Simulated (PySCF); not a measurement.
C₅H₃FO (SMILES C#C[C@H](F)C=C=O)

```tsv
atom	x (Å)	y (Å)	z (Å)
C	1.8053	-1.3611	-1.0193
C	0.9422	-0.9322	-0.3100
C	-0.1434	-0.4312	0.5151
F	-1.0859	-1.4388	0.7059
C	-0.7986	0.7541	-0.1470
C	-1.0943	1.8478	0.4802
O	-1.3189	2.8423	1.0324
H	2.5797	-1.7274	-1.6254
H	0.2228	-0.1753	1.5189
H	-1.1000	0.6265	-1.1733
```

Geometry: GFN2-xTB.

Computed with CAM-B3LYP/def2-SVPD, SCF density, gas phase in PySCF.

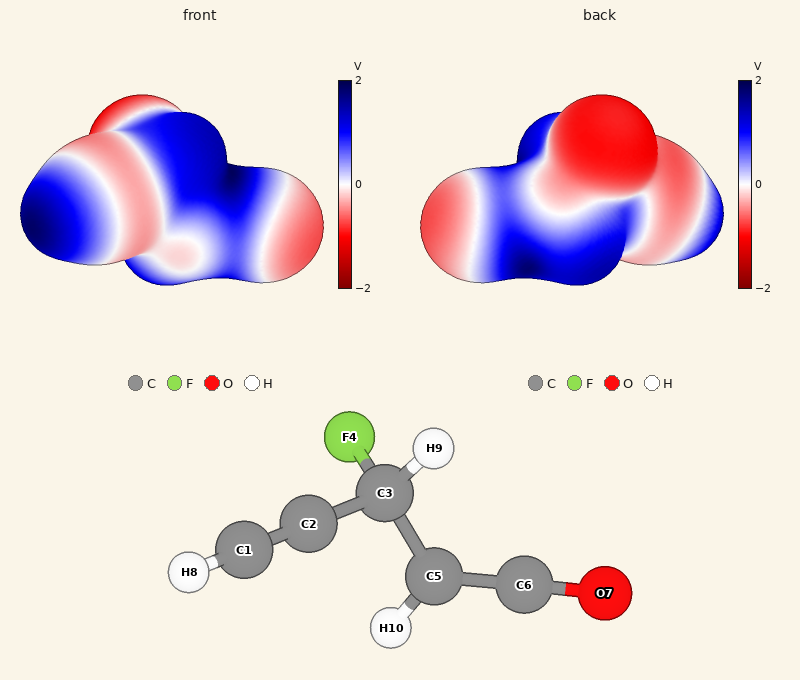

Figure 1. The molecular electrostatic potential painted on the density surface at 0.002 e/bohr³, seen from the front and from behind; red is negative and blue positive. The bare structure is drawn below in the same view.

### Describe the electrostatic potential map.

The most negative region (about −1.0 V) lies over F4, the most positive (about +1.8 V) over C6 and H8.

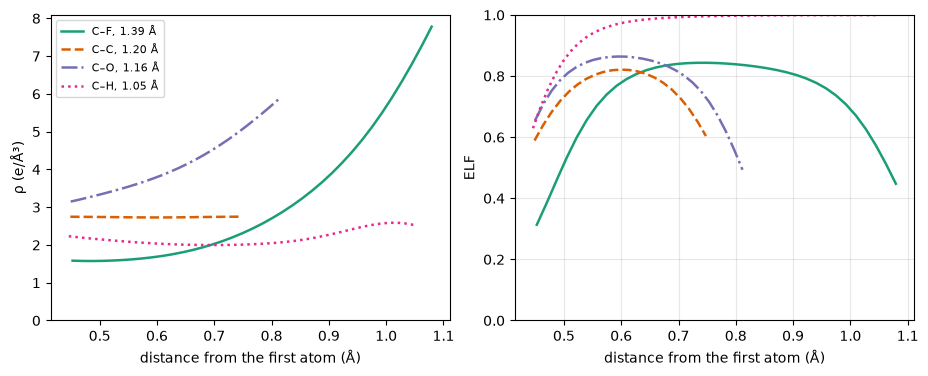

Figure 2. Total electron density and electron localisation function along straight lines between neighbouring atoms. The curves leave out the atomic cores.

### What kind of bonding do the profiles show?

C–F (1.39 Å): ρ is about 2 e/Å³ halfway, with its minimum of 1.6 e/Å³ about 0.5 Å from C; the ELF peaks at about 0.85 between the atoms: a polar covalent bond.
C–C (1.20 Å): ρ at the midpoint is about 2.7 e/Å³; the ELF peaks at about 0.80 between the atoms; a short, multiple covalent bond.
C–O (1.16 Å): the density is about 3.7 e/Å³ at the midpoint; the ELF peaks at about 0.85 between the atoms; a multiple bond.
C–H (1.05 Å): ρ at the midpoint is about 2.1 e/Å³; the ELF climbs to about 1 towards the hydrogen, as it does in any bond to H; an ordinary covalent bond to hydrogen.
